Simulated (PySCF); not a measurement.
# [PbBr3]−: other functionals and bases at one geometry

Aim: see how levels, charges and forces of [PbBr3]− depend on the level of theory. The species was built from a template and needn't be a known compound.

Program: PySCF 2.14.0. Level of theory: several levels, as the steps say, no spin–orbit coupling. These are calculated values, not measurements.

2 further runs of the same task are left out: 1 for a known fault of the program, 1 that didn't finish.

**1. The system as given**

4 atoms, charge -1, spin multiplicity 1.

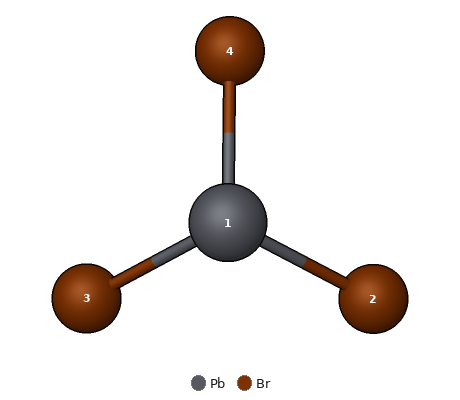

The structure; lead dark grey, bromine brown; atoms are numbered from 1 in the order of the file.

As a file:

```xyz
4

Pb    0.00501    0.79428    0.00000
Br   -1.24341   -0.40806    2.17435
Br   -1.24341   -0.40806   -2.17435
Br    2.52067   -0.38699    0.00000
```

Formal oxidation states: Pb +2. An earlier session relaxed this geometry at PBE, Pb def2-SVP with ECP60, Br def2-SVP (singlet, point group C3v).

At PBE on the finer grid: E = -7913.542728 Eh, HOMO -1.75 eV, LUMO 1.87 eV, Mulliken charge on Pb1 +0.46 e, largest force component 0.009 eV/Å. 

Levels to run: B3LYP; revPBE; BP86; M06-L; PBE, TZVP; PBE, x2c-SVP. Hardware: 2 threads of Arm Neoverse V1, shared host.

**2. B3LYP**

run.py (the lines that set the calculation)

```python
mol = gto.M(atom='''
Pb     0.00501     0.79428     0.00000
Br    -1.24341    -0.40806     2.17435
Br    -1.24341    -0.40806    -2.17435
Br     2.52067    -0.38699     0.00000''',
    basis={'Pb': 'def2-SVP', 'Br': 'def2-SVP'},
    ecp={'Pb': 'def2-SVP'},
    charge=-1, spin=0)
mf = dft.RKS(mol, xc='B3LYP')
mf.grids.atom_grid = (75, 302)
mf = mf.density_fit()  # fitting sets: Pb def2-universal-JKFIT, Br def2-universal-JKFIT
mf.conv_tol = 1e-08; mf.max_cycle = 55
mf.kernel(dm0)  # dm0: the density of the relaxed state
```

Command:

```console
> OMP_NUM_THREADS=2 python run.py
```

Log:

```text
init E= -7914.8212891454
  HOMO = -0.0943772663155392  LUMO = 0.0874634107392736  gap/eV = 4.94814
cycle= 1 E= -7914.82217528146  delta_E= -0.000886  |g|= 0.065  |ddm|= 0.169
  HOMO = -0.0922450706757305  LUMO = 0.0808970672406126  gap/eV = 4.71144
cycle= 2 E= -7914.82110937274  delta_E= 0.00107  |g|= 0.0875  |ddm|= 0.181
  HOMO = -0.0936713431899559  LUMO = 0.0850928230957179  gap/eV = 4.86442
cycle= 3 E= -7914.82297855878  delta_E= -0.00187  |g|= 0.00801  |ddm|= 0.121
  HOMO = -0.0939198743624333  LUMO = 0.0843388785199204  gap/eV = 4.85067
cycle= 4 E= -7914.82300110142  delta_E= -2.25e-05  |g|= 0.000915  |ddm|= 0.0146
  HOMO = -0.0938673832780885  LUMO = 0.0844809332264339  gap/eV = 4.85310
cycle= 5 E= -7914.82300143656  delta_E= -3.35e-07  |g|= 0.000152  |ddm|= 0.00155
  HOMO = -0.0938712816858675  LUMO = 0.0844782834233114  gap/eV = 4.85314
cycle= 6 E= -7914.8230014431  delta_E= -6.55e-09  |g|= 4.54e-05  |ddm|= 0.000238
  HOMO = -0.093868970109078  LUMO = 0.084474357847563  gap/eV = 4.85297
Extra cycle  E= -7914.82300144258  delta_E= 5.28e-10  |g|= 6.46e-05  |ddm|= 0.000193
converged SCF energy = -7914.82300144258
```

Wall time 7.3 s (2 threads of Arm Neoverse V1, shared host).

Result: E = -7914.823001 Eh, HOMO -2.55 eV, LUMO 2.30 eV, Mulliken charge on Pb1 +0.54 e, largest force component 0.067 eV/Å. 

**3. revPBE**

Changes to run.py (the lines that set the calculation) since step 2:

```diff
@@ -8,3 +8,3 @@
     charge=-1, spin=0)
-mf = dft.RKS(mol, xc='B3LYP')
+mf = dft.RKS(mol, xc='PBE_R,PBE')
 mf.grids.atom_grid = (75, 302)
```

Command:

```console
> OMP_NUM_THREADS=2 python run.py
```

Log:

```text
init E= -7914.08534529108
  HOMO = -0.0628636972900395  LUMO = 0.0719880059468817  gap/eV = 3.66950
cycle= 1 E= -7914.08544586204  delta_E= -0.000101  |g|= 0.0181  |ddm|= 0.0676
  HOMO = -0.0625631923777454  LUMO = 0.0708197054840761  gap/eV = 3.62953
cycle= 2 E= -7914.08537747555  delta_E= 6.84e-05  |g|= 0.0222  |ddm|= 0.0367
  HOMO = -0.0629399720955349  LUMO = 0.0717647961345116  gap/eV = 3.66550
cycle= 3 E= -7914.08546987188  delta_E= -9.24e-05  |g|= 0.00621  |ddm|= 0.0341
  HOMO = -0.062887753996248  LUMO = 0.0714126935538218  gap/eV = 3.65450
cycle= 4 E= -7914.08548514428  delta_E= -1.53e-05  |g|= 0.000391  |ddm|= 0.0113
  HOMO = -0.0628568445326726  LUMO = 0.0714678184846875  gap/eV = 3.65516
cycle= 5 E= -7914.08548521761  delta_E= -7.33e-08  |g|= 5.34e-05  |ddm|= 0.00081
  HOMO = -0.0628580369258162  LUMO = 0.0714687089227304  gap/eV = 3.65522
cycle= 6 E= -7914.08548521841  delta_E= -7.97e-10  |g|= 9.6e-06  |ddm|= 7.58e-05
  HOMO = -0.0628582758181822  LUMO = 0.0714669486024098  gap/eV = 3.65518
Extra cycle  E= -7914.08548521834  delta_E= 6.18e-11  |g|= 1.53e-05  |ddm|= 4.56e-05
converged SCF energy = -7914.08548521834
```

Wall time 5.8 s (2 threads of Arm Neoverse V1, shared host).

Read off: E = -7914.085485 Eh, HOMO -1.71 eV, LUMO 1.94 eV, Mulliken charge on Pb1 +0.51 e, largest force component 0.143 eV/Å. 

**4. BP86**

Changes to run.py (the lines that set the calculation) since step 3:

```diff
@@ -8,3 +8,3 @@
     charge=-1, spin=0)
-mf = dft.RKS(mol, xc='PBE_R,PBE')
+mf = dft.RKS(mol, xc='B88,P86')
 mf.grids.atom_grid = (75, 302)
```

Command:

```console
> OMP_NUM_THREADS=2 python run.py
```

Log:

```text
init E= -7915.6474667133
  HOMO = -0.0693354583209048  LUMO = 0.0632029850874578  gap/eV = 3.60655
cycle= 1 E= -7915.64753880028  delta_E= -7.21e-05  |g|= 0.00335  |ddm|= 0.0557
  HOMO = -0.0685072941057757  LUMO = 0.0637358700053871  gap/eV = 3.59852
cycle= 2 E= -7915.64753738021  delta_E= 1.42e-06  |g|= 0.00394  |ddm|= 0.0118
  HOMO = -0.0687541218326237  LUMO = 0.0637920167679393  gap/eV = 3.60676
cycle= 3 E= -7915.64754135662  delta_E= -3.98e-06  |g|= 0.00149  |ddm|= 0.00762
  HOMO = -0.0688204405040306  LUMO = 0.0636418105029357  gap/eV = 3.60448
cycle= 4 E= -7915.64754207729  delta_E= -7.21e-07  |g|= 0.000343  |ddm|= 0.00285
  HOMO = -0.0688063513046583  LUMO = 0.0636688391097574  gap/eV = 3.60483
cycle= 5 E= -7915.64754211609  delta_E= -3.88e-08  |g|= 4.55e-05  |ddm|= 0.000544
  HOMO = -0.0688056352294466  LUMO = 0.0636657056177373  gap/eV = 3.60473
cycle= 6 E= -7915.64754211698  delta_E= -8.84e-10  |g|= 4.63e-06  |ddm|= 7.69e-05
  HOMO = -0.0688049108740663  LUMO = 0.0636669339254127  gap/eV = 3.60474
Extra cycle  E= -7915.64754211699  delta_E= -1.09e-11  |g|= 5.95e-06  |ddm|= 1.98e-05
converged SCF energy = -7915.64754211699
```

Run time: 5.7 s. Hardware: 2 threads of Arm Neoverse V1, shared host.

Result: E = -7915.647542 Eh, HOMO -1.87 eV, LUMO 1.73 eV, Mulliken charge on Pb1 +0.46 e, largest force component 0.018 eV/Å. 

**5. M06-L**

Changes to run.py (the lines that set the calculation) since step 4:

```diff
@@ -8,3 +8,3 @@
     charge=-1, spin=0)
-mf = dft.RKS(mol, xc='B88,P86')
+mf = dft.RKS(mol, xc='M06L')
 mf.grids.atom_grid = (75, 302)
```

Command:

```console
> OMP_NUM_THREADS=2 python run.py
```

Log:

```text
init E= -7914.50297535869
  HOMO = -0.0687048465402087  LUMO = 0.0839715794167408  gap/eV = 4.15454
cycle= 1 E= -7914.51067159687  delta_E= -0.0077  |g|= 0.165  |ddm|= 0.42
  HOMO = -0.0710311991205175  LUMO = 0.0715868524034517  gap/eV = 3.88083
cycle= 2 E= -7914.50826422194  delta_E= 0.00241  |g|= 0.165  |ddm|= 0.263
  HOMO = -0.0727347803747361  LUMO = 0.0798937096255859  gap/eV = 4.15323
cycle= 3 E= -7914.51236164442  delta_E= -0.0041  |g|= 0.0436  |ddm|= 0.237
  HOMO = -0.0724074013937635  LUMO = 0.0770636030922291  gap/eV = 4.06731
cycle= 4 E= -7914.51313682274  delta_E= -0.000775  |g|= 0.00272  |ddm|= 0.0794
  HOMO = -0.0720186971212421  LUMO = 0.0776513610353245  gap/eV = 4.07273
cycle= 5 E= -7914.51313987892  delta_E= -3.06e-06  |g|= 0.000708  |ddm|= 0.00598
  HOMO = -0.0720739747016502  LUMO = 0.0776357475136019  gap/eV = 4.07381
cycle= 6 E= -7914.5131400097  delta_E= -1.31e-07  |g|= 0.000209  |ddm|= 0.00112
  HOMO = -0.0720759688720892  LUMO = 0.0776271986571457  gap/eV = 4.07363
cycle= 7 E= -7914.51314002895  delta_E= -1.92e-08  |g|= 4.2e-05  |ddm|= 0.000495
  HOMO = -0.0720753631820284  LUMO = 0.0776265049024842  gap/eV = 4.07360
cycle= 8 E= -7914.5131400295  delta_E= -5.49e-10  |g|= 1.67e-05  |ddm|= 9.42e-05
  HOMO = -0.0720739720980252  LUMO = 0.0776281364580481  gap/eV = 4.07360
Extra cycle  E= -7914.5131400294  delta_E= 1.02e-10  |g|= 2.41e-05  |ddm|= 6.54e-05
converged SCF energy = -7914.5131400294
```

It took 8.2 s on 2 threads of Arm Neoverse V1, shared host.

Result: E = -7914.513140 Eh, HOMO -1.96 eV, LUMO 2.11 eV, Mulliken charge on Pb1 +0.70 e, largest force component 0.222 eV/Å. 

**6. PBE, TZVP**

Basis: Pb def2-TZVP with ECP60, Br def2-TZVP. 

run.py (the lines that set the calculation)

```python
mol = gto.M(atom='''
Pb     0.00501     0.79428     0.00000
Br    -1.24341    -0.40806     2.17435
Br    -1.24341    -0.40806    -2.17435
Br     2.52067    -0.38699     0.00000''',
    basis={'Pb': 'def2-TZVP', 'Br': 'def2-TZVP'},
    ecp={'Pb': 'def2-TZVP'},
    charge=-1, spin=0)
mf = dft.RKS(mol, xc='PBE')
mf.grids.atom_grid = (75, 302)
mf = mf.density_fit()  # fitting sets: Pb def2-universal-JKFIT, Br def2-universal-JKFIT
mf.conv_tol = 1e-08; mf.max_cycle = 55
mf.kernel(dm0)  # dm0: free metal ions and neutral atoms
```

Command:

```console
> OMP_NUM_THREADS=2 python run.py
```

Log:

```text
init E= -8037.5910792624
  HOMO = 0.0983045321661682  LUMO = 0.107602557898107  gap/eV = 0.25301
cycle= 1 E= -7904.72312207227  delta_E=  133  |g|= 10.5  |ddm|= 6.28
  HOMO = -0.0013266258047524  LUMO = 0.000718351313501307  gap/eV = 0.05565
cycle= 2 E= -7853.74755595689  delta_E=   51  |g|= 11.6  |ddm|= 20.3
  HOMO = -0.652936120346354  LUMO = -0.630627001946507  gap/eV = 0.60706
cycle= 3 E= -7834.32787323006  delta_E= 19.4  |g|= 16.9  |ddm|=   25
  HOMO = -0.303968828944475  LUMO = -0.277515319551051  gap/eV = 0.71984
cycle= 4 E= -7882.57557146973  delta_E= -48.2  |g|= 11.5  |ddm|= 6.03
  HOMO = -0.200009613436861  LUMO = -0.192838485468422  gap/eV = 0.19514
cycle= 5 E= -7901.48825980715  delta_E= -18.9  |g|= 6.73  |ddm|= 3.46
  HOMO = -0.138891201074518  LUMO = -0.116207090456373  gap/eV = 0.61727
cycle= 6 E= -7910.64148861821  delta_E= -9.15  |g|= 3.57  |ddm|= 5.98
cycle= 7 E= -7909.9351942622  delta_E= 0.706  |g|= 3.43  |ddm|= 5.37
  HOMO = -0.0282770041893707  LUMO = 0.0654593232860761  gap/eV = 2.55070
cycle= 8 E= -7914.17813753342  delta_E= -4.24  |g|= 1.12  |ddm|= 5.15
  HOMO = -0.0450670911524916  LUMO = 0.0672900795487638  gap/eV = 3.05739
cycle= 9 E= -7914.44487640326  delta_E= -0.267  |g|= 0.524  |ddm|= 1.61
  HOMO = -0.0722643756756752  LUMO = 0.0581512993942521  gap/eV = 3.54879
cycle= 10 E= -7914.47500166728  delta_E= -0.0301  |g|= 0.29  |ddm|= 0.783
  HOMO = -0.0774277623208316  LUMO = 0.0548117331882734  gap/eV = 3.59842
cycle= 11 E= -7914.49661974933  delta_E= -0.0216  |g|= 0.0793  |ddm|= 0.284
  HOMO = -0.0789327728150323  LUMO = 0.0533294795139334  gap/eV = 3.59904
cycle= 12 E= -7914.49866417166  delta_E= -0.00204  |g|= 0.0131  |ddm|= 0.121
  HOMO = -0.0795949359622203  LUMO = 0.053841780234101  gap/eV = 3.63100
cycle= 13 E= -7914.49869524526  delta_E= -3.11e-05  |g|= 0.00886  |ddm|= 0.0234
  HOMO = -0.0793862032319134  LUMO = 0.0536483093925258  gap/eV = 3.62005
cycle= 14 E= -7914.49871863696  delta_E= -2.34e-05  |g|= 0.000888  |ddm|= 0.0087
  HOMO = -0.0793330991599126  LUMO = 0.0536630506805792  gap/eV = 3.61901
cycle= 15 E= -7914.49871869796  delta_E= -6.1e-08  |g|= 0.000425  |ddm|= 0.00145
  HOMO = -0.0793502195993073  LUMO = 0.0536600547890386  gap/eV = 3.61939
cycle= 16 E= -7914.49871874819  delta_E= -5.02e-08  |g|= 0.000189  |ddm|= 0.000707
  HOMO = -0.0793477174797243  LUMO = 0.0536660552916087  gap/eV = 3.61949
cycle= 17 E= -7914.4987187537  delta_E= -5.51e-09  |g|= 1.7e-05  |ddm|= 0.000167
  HOMO = -0.079348395154986  LUMO = 0.0536647914015466  gap/eV = 3.61947
Extra cycle  E= -7914.49871875342  delta_E= 2.8e-10  |g|= 3.43e-05  |ddm|= 7.3e-05
converged SCF energy = -7914.49871875342
```

It took 22 s on 2 threads of Arm Neoverse V1, shared host.

Result: E = -7914.498719 Eh, HOMO -2.16 eV, LUMO 1.46 eV, Mulliken charge on Pb1 +0.68 e, largest force component 0.107 eV/Å. 

**7. PBE, x2c-SVP**

Basis: Pb x2c-SVPall, Br x2c-SVPall. All electrons are treated, with the spin-free X2C Hamiltonian.

run.py (the lines that set the calculation)

```python
mol = gto.M(atom='''
Pb     0.00501     0.79428     0.00000
Br    -1.24341    -0.40806     2.17435
Br    -1.24341    -0.40806    -2.17435
Br     2.52067    -0.38699     0.00000''',
    basis={'Pb': 'x2c-SVPall', 'Br': 'x2c-SVPall'},
    nucmod='G',
    charge=-1, spin=0)
mf = dft.RKS(mol, xc='PBE')
mf.grids.atom_grid = (99, 590)
mf = mf.density_fit()  # fitting sets: Pb AutoAux, Br AutoAux
mf = mf.sfx2c1e()
mf.conv_tol = 1e-08; mf.max_cycle = 55
mf.kernel(dm0)  # dm0: free metal ions and neutral atoms
```

Command:

```console
> OMP_NUM_THREADS=2 python run.py
```

Log:

```text
init E= -28830.7040951413
  HOMO = 0.11222566105623  LUMO = 0.133503226855121  gap/eV = 0.57899
cycle= 1 E= -28693.0878101963  delta_E=  138  |g|= 9.48  |ddm|= 6.72
  HOMO = 0.197083930062973  LUMO = 0.2048536407175  gap/eV = 0.21142
cycle= 2 E= -28648.0863860571  delta_E=   45  |g|= 12.6  |ddm|= 28.9
  HOMO = -0.142156121491286  LUMO = -0.119469022872357  gap/eV = 0.61735
cycle= 3 E= -28684.0402078949  delta_E=  -36  |g|= 7.19  |ddm|= 31.6
  HOMO = -0.136740562495739  LUMO = 0.128554315498069  gap/eV = 7.21904
cycle= 4 E= -28700.6246992138  delta_E= -16.6  |g|= 1.87  |ddm|= 14.7
  HOMO = 0.00121339056129299  LUMO = 0.0786027988392433  gap/eV = 2.10587
cycle= 5 E= -28700.7215114404  delta_E= -0.0968  |g|= 1.45  |ddm|= 4.69
  HOMO = -0.046691731528266  LUMO = 0.0984901924133124  gap/eV = 3.95060
cycle= 6 E= -28701.3914571061  delta_E= -0.67  |g|= 0.361  |ddm|= 2.45
  HOMO = -0.0608863253268672  LUMO = 0.074365754151005  gap/eV = 3.68040
cycle= 7 E= -28701.4264420877  delta_E= -0.035  |g|= 0.0999  |ddm|= 0.62
  HOMO = -0.0601713408274356  LUMO = 0.0693738383430129  gap/eV = 3.52510
cycle= 8 E= -28701.4274794318  delta_E= -0.00104  |g|= 0.0803  |ddm|= 0.282
  HOMO = -0.062067586669023  LUMO = 0.06890085535743  gap/eV = 3.56383
cycle= 9 E= -28701.4292647492  delta_E= -0.00179  |g|= 0.0144  |ddm|= 0.141
  HOMO = -0.0624417005368181  LUMO = 0.0694138603177779  gap/eV = 3.58797
cycle= 10 E= -28701.4293342965  delta_E= -6.95e-05  |g|= 0.00314  |ddm|= 0.0241
  HOMO = -0.0624038619798108  LUMO = 0.0694871251479512  gap/eV = 3.58894
cycle= 11 E= -28701.4293365394  delta_E= -2.24e-06  |g|= 0.000856  |ddm|= 0.00488
  HOMO = -0.0623492063382116  LUMO = 0.0695586218050099  gap/eV = 3.58939
cycle= 12 E= -28701.4293367528  delta_E= -2.13e-07  |g|= 0.000137  |ddm|= 0.00106
  HOMO = -0.0623669224357757  LUMO = 0.0695432565405327  gap/eV = 3.58946
cycle= 13 E= -28701.4293367577  delta_E= -4.92e-09  |g|= 2.21e-05  |ddm|= 0.000288
  HOMO = -0.0623662705859331  LUMO = 0.0695436646790117  gap/eV = 3.58945
Extra cycle  E= -28701.4293367577  delta_E= 5.09e-11  |g|= 2.47e-05  |ddm|= 6.39e-05
converged SCF energy = -28701.4293367577
```

Wall time 34 s (2 threads of Arm Neoverse V1, shared host).

It gives: E = -28701.429337 Eh, HOMO -1.70 eV, LUMO 1.89 eV, Mulliken charge on Pb1 +0.48 e, largest force component 0.444 eV/Å. 

**8. All levels side by side**

| level | state | HOMO (eV) | gap (eV) | charge on Pb1 (e) | dipole (D) | largest force (eV/Å) | basis functions | time |
| --- | --- | --- | --- | --- | --- | --- | --- | --- |
| PBE (relaxed here) | singlet | -1.75 | 3.62 | 0.46 | 4.15 | 0.01 | 122 | 13 s |
| B3LYP | singlet | -2.55 | 4.85 | 0.54 | 4.39 | 0.07 | 122 | 7.3 s |
| revPBE | singlet | -1.71 | 3.66 | 0.51 | 4.25 | 0.14 | 122 | 5.8 s |
| BP86 | singlet | -1.87 | 3.60 | 0.46 | 4.15 | 0.02 | 122 | 5.7 s |
| M06-L | singlet | -1.96 | 4.07 | 0.70 | 4.64 | 0.22 | 122 | 8.2 s |
| PBE, TZVP | singlet | -2.16 | 3.62 | 0.68 | 4.45 | 0.11 | 194 | 22 s |
| PBE, x2c-SVP | singlet | -1.70 | 3.59 | 0.48 | 4.08 | 0.44 | 158 | 34 s |

Times are on 2 threads of Arm Neoverse V1, shared host; the first row also made further properties. The dipole of a charged species depends on the origin, so these sizes hold for this origin alone.

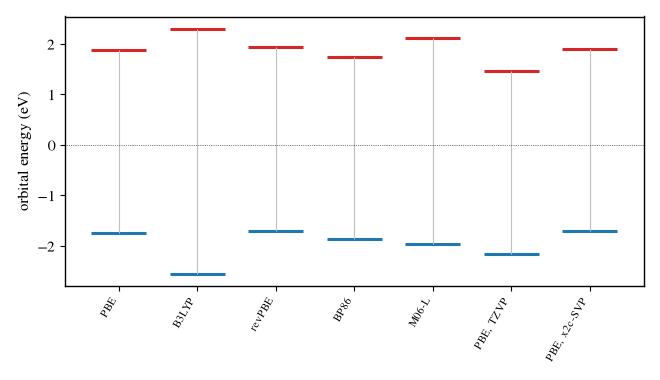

Highest filled and lowest empty level, method by method.

In one basis the HOMO–LUMO gap runs from 3.60 eV (BP86) to 4.85 eV (B3LYP). The largest leftover force, 0.44 eV/Å with PBE, x2c-SVP, stands at a geometry relaxed at another level. The Mulliken charge on Pb spans +0.46 to +0.70 e over the levels. Total energies of different levels can't be compared. Spin–orbit coupling is left out throughout.
